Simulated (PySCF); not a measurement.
C2H8B2Cl2Si (SMILES BBC[SiH2]C(Cl)Cl)

```xyz
15

B     2.6945    0.6876   -0.8592
B     1.7601   -0.5549   -0.3923
C     0.5637   -0.4099    0.6164
Si   -0.9999   -0.0475   -0.3917
C    -2.4731    0.1081    0.8521
Cl   -2.6905   -1.4195    1.7290
Cl   -2.1593    1.4195    2.0065
H     2.3886    1.3740   -1.7618
H     3.7252    0.9604   -0.3694
H     1.9037   -1.6339   -0.8434
H     0.3804   -1.3214    1.1878
H     0.6912    0.4056    1.3296
H    -0.9689    1.2387   -1.0949
H    -1.3911   -1.1315   -1.2989
H    -3.4290    0.3326    0.3835
```

Geometry: GFN2-xTB.

These are results of PBE0/pcSseg-1, SCF density, gas phase, non-relativistic in PySCF 2.14.0, not measurements.

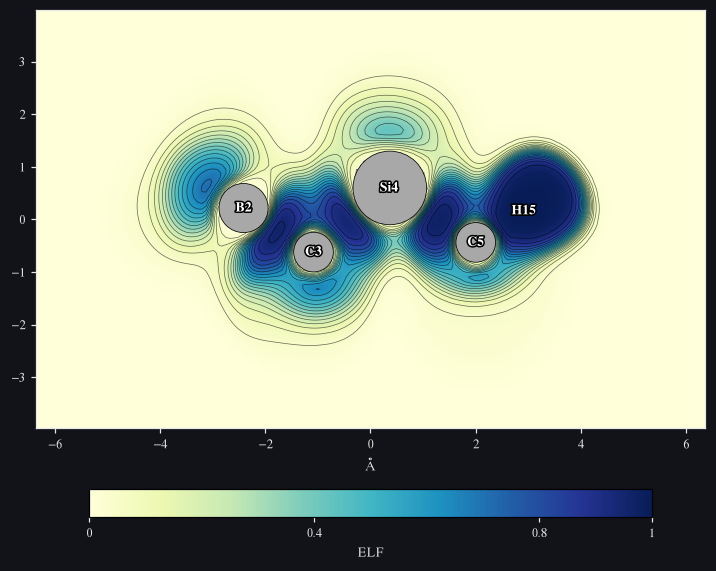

Figure 1. ELF on the plane of atoms C3, Si4 and C5. Grey discs cover the atomic cores.

### Read the bonding off the picture.

The section cuts through B, C, Si and H sites. C–B (1.57 Å): the ELF peaks at about 0.95 between the atoms: a covalent bond. C–Si (1.90 Å): the ELF peaks at about 0.95 between the atoms: a covalent bond. C–H (1.09 Å): the ELF climbs to about 1 towards the hydrogen, as it does in any bond to H: an ordinary covalent bond to hydrogen.

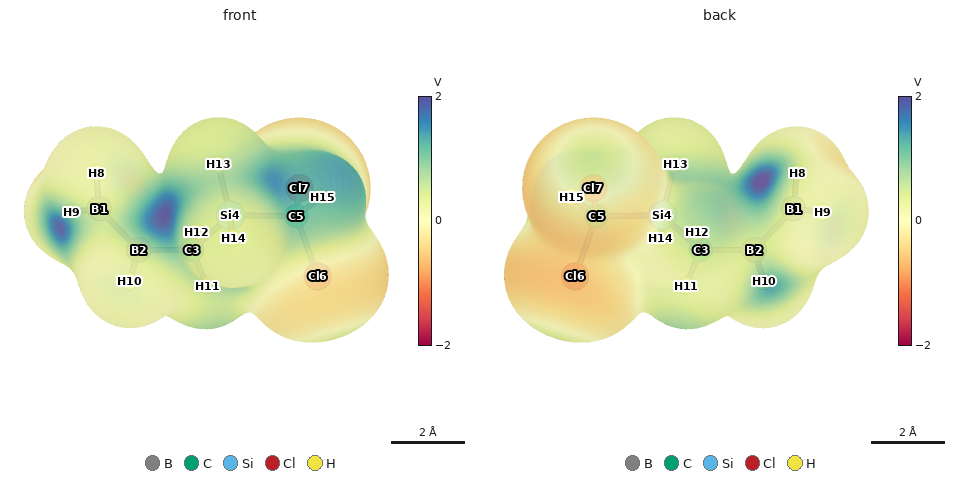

Figure 2. The molecular electrostatic potential painted on the density surface at 0.002 e/bohr³, seen from the front and from behind; the colour scale runs from red (negative) to blue (positive).

### Describe the electrostatic potential map.

The most negative region (about −0.6 V) lies over Cl6 and Cl7, the most positive (about +1.9 V) over B1, B2 and Si4. Cl6 shows a σ-hole: about +0.5 V at the tip opposite its bond, against about −0.3 V on its flanks. Cl7 shows a σ-hole: about +0.5 V at the tip opposite its bond, against about −0.2 V on its flanks.

### How polar is the molecule by this calculation?

Its dipole moment is 1.34 D.
